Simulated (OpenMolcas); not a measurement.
# Cu⁴⁺ among point charges: CASSCF and CASPT2 levels and susceptibility

How does a field of 4 point charges split the states of Cu⁴⁺, and what χT follows?

Method: state-averaged CASSCF and CASPT2, spin-orbit coupling by RASSI with atomic mean-field integrals. Code: OpenMolcas 26.06.

## 1. The system

- Species: Cu⁴⁺ (copper, Z = 29, 25 electrons)
- Basis: ANO-RCC-VDZP [5s4p2d1f], 34 functions
- Scalar Hamiltonian: DKH2, point nucleus
- Inactive shells: 1s 2s 2p 3s 3p
- Active space: 7 electrons in 5 orbitals (3d)
- Some configurations of this space: 3d⁷
- Orbitals: optimised for each spin and parity, averaged over all roots

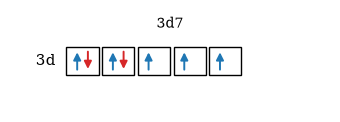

The shells outside the core, filled by Hund's rule for the drawing.

The ion sits among 4 point charges of -0.65 e arranged as a square (D4h), 1.66 Å from the ion.

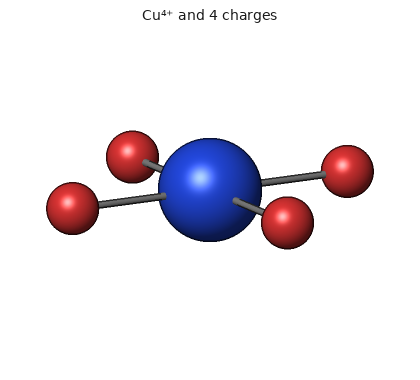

The ion and the point charges (red).

The work runs as a chain of OpenMolcas steps in one folder; each step below is one input file. Labels, J, g values, rates, χT and fits are worked out afterwards by a script from the matrices that RASSI stores. The input lists half of the charges; inversion (Group=XYZ) makes the rest.

## 2. Basis and integrals

The input, a.inp:

```
&GATEWAY
Coord
1

Cu 0.0 0.0 0.0
Basis=ANO-RCC-VDZP
Group=XYZ
NoMove
AngMom=0.0 0.0 0.0
AMFI
XField
2 Angstrom 0
1.660000 0.000000 0.000000 -0.650000
0.000000 1.660000 0.000000 -0.650000
&SEWARD
```

The run is started by

```sh
OMP_NUM_THREADS=1 MOLCAS_MEM=1689 MOLCAS_PROJECT=a pymolcas a.inp > a.log
```

## 3. CASSCF: quartets of even parity, 10 roots

The input, a.inp:

```
&RASSCF
FileOrb=start.orb
Symmetry=1
Spin=4
nActEl=7 0 0
Inactive=3 6
Ras2=5 0
CIRoot=10 10 1
SDav=10
CIMx=300
Iter=120 100
PrWF=0.3
OrbListing=Nothing
MaxOrb=0
>>> COPY $Project.JobIph JOB001
```

start.orb holds the contracted functions of the basis, ordered by shell, or the orbitals of the step before.

## 4. CASSCF: doublets of even parity, 40 roots

The input, a.inp:

```
&RASSCF
FileOrb=start.orb
Symmetry=1
Spin=2
nActEl=7 0 0
Inactive=3 6
Ras2=5 0
CIRoot=40 40 1
SDav=40
CIMx=300
Iter=120 100
PrWF=0.3
OrbListing=Nothing
MaxOrb=0
>>> COPY $Project.JobIph JOB002
```

## 5. State interaction with spin-orbit coupling

The input, a.inp:

```
&RASSI
NrOfJobIphs=2 10 40
1 2 3 4 5 6 7 8 9 10
1 2 3 4 5 6 7 8 9 10 11 12 13 14 15 16 17 18 19 20 21 22 23 24 25 26 27
28 29 30 31 32 33 34 35 36 37 38 39 40
IphNames
JOB001
JOB002
EJob
SpinOrbit
DIPRint=1.0
SOCoupling=1000.0
Subsets=2
Property=9
'ANGMOM' 1 'ANGMOM' 2 'ANGMOM' 3 'MLTPL  1' 1 'MLTPL  1' 2 'MLTPL  1' 3
'AMFI' 1 'AMFI' 2 'AMFI' 3
SOProperty=3
'ANGMOM' 1 'ANGMOM' 2 'ANGMOM' 3
```

## 6. CASPT2: IPEA 0.25, imaginary shift 0.1 (closed shells correlated: 3s 3p)

The input, a.inp:

```
>>> COPY JOB001 $Project.JobIph
&CASPT2
Multistate=10 1 2 3 4 5 6 7 8 9 10
NoMult
Frozen=2 3
IPEA=0.25
Imaginary=0.1
MaxIter=60
WThr=0.0 0.3 0.05
PrWF=0.5
NoMix
>>> COPY JOB002 $Project.JobIph
&CASPT2
Multistate=40 1 2 3 4 5 6 7 8 9 10 11 12 13 14 15 16 17 18 19 20 21 22
23 24 25 26 27 28 29 30 31 32 33 34 35 36 37 38 39 40
NoMult
Frozen=2 3
IPEA=0.25
Imaginary=0.1
MaxIter=60
WThr=0.0 0.3 0.05
PrWF=0.5
NoMix
```

(Steps that only read results are left out.)

What does the calculation give? Wanted: spin-free ground state; first state of the same spin within the active space; lowest level; next level.

As calculated:

| quantity | value |
| --- | --- |
| method | SS-CASPT2, IPEA 0.25, imaginary shift 0.1 (closed shells correlated: 3s 3p) |
| spin-free ground state | 4A2, 1-fold in its orbital part |
| first state of the same spin within the active space | 4E at 571 cm⁻¹ |
| lowest level | 2-fold E1/2, g = 1.59, 6.60, 6.60 |
| next level | 251.9 cm⁻¹ |
| χT at 300 K | 4.86 cm³ K/mol |
| effective moment at 300 K | 6.24 μB |

Cost by method:

```
                                              method  time of its own steps  time with the reference
                                           A. CASSCF                  9.6 s                    9.6 s
B. SS-CASPT2, IPEA 0.25, imaginary shift 0.1, +3s 3p                  3.1 s                     13 s
```

Times are of one thread on a shared host.

In words: The spin-free ground state (4A2) comes to 99 % from free-ion F terms and keeps the highest spin of the shell. χT at 300 K is 4.86, against 1.88 cm³ K/mol for the spin alone, so orbital moment adds to it. An active space of the d shell alone favours high spin; real ions in strong fields can be low spin. The field of point charges can differ much from that of real complexes. With metal d orbitals alone active, the gaps between spin states are rough; where two lie within a few thousand cm-1, their order is open. This is an electrostatic model: the charges have no orbitals.
